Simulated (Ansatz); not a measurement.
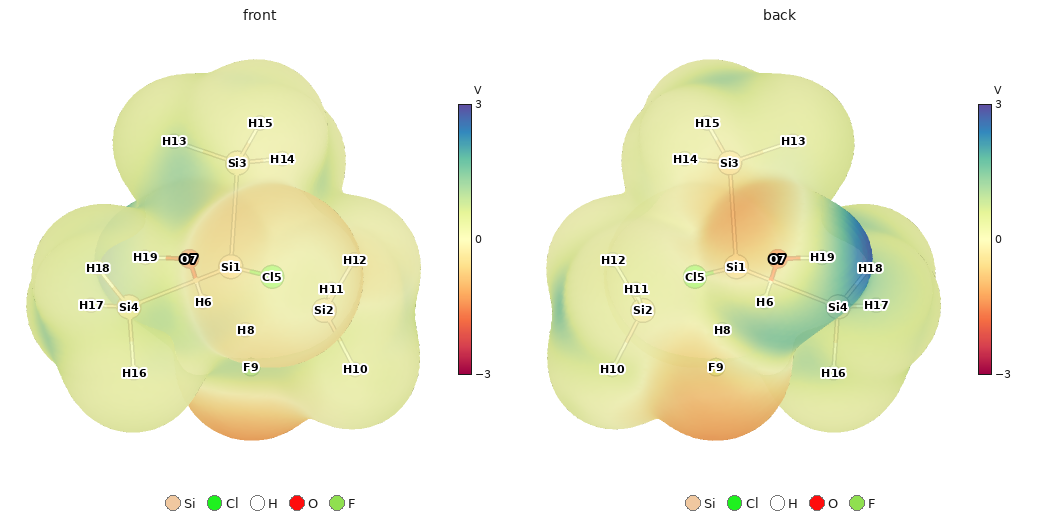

Figure. ClFH12OSi4. The molecular electrostatic potential painted on the density surface at 0.002 e/bohr³, seen from the front and from behind; the colour scale runs from red (negative) to blue (positive).

A transition-state structure; geometry: PBE0-D4/def2-TZVP.

The calculation used RKS PBE0-D4/def2-TZVPP (Ansatz 0.2.0).

```xyz
19

Si   -0.3396   -0.0470    0.8678
Si    2.0920    0.7591    0.5333
Si   -1.3800    1.8187   -0.0841
Si   -1.3309   -2.1286    0.4320
Cl   -0.3385    0.0523    2.9458
H     0.8825   -0.4991   -1.9526
O     0.0394   -0.0307   -2.0374
H     1.1530   -0.6704    0.1739
F     2.1265   -1.0230   -0.5616
H     3.1673    0.1687    1.3538
H     2.4340    1.4191   -0.7407
H     1.4985    1.8418    1.3857
H    -2.4077    1.3636   -1.0545
H    -0.3795    2.6863   -0.7502
H    -2.0458    2.5769    1.0089
H    -0.5407   -3.1894    1.1069
H    -1.4072   -2.4168   -1.0234
H    -2.7071   -2.1046    0.9952
H    -0.5162   -0.5771   -2.5985
```

Question: Which sites attract a positive test charge, and which a negative one?

Answer: A positive charge is drawn to the negative regions and a negative charge to the positive ones. The most negative region (about −1.2 V) lies over F9, the most positive (about +2.6 V) over H19.
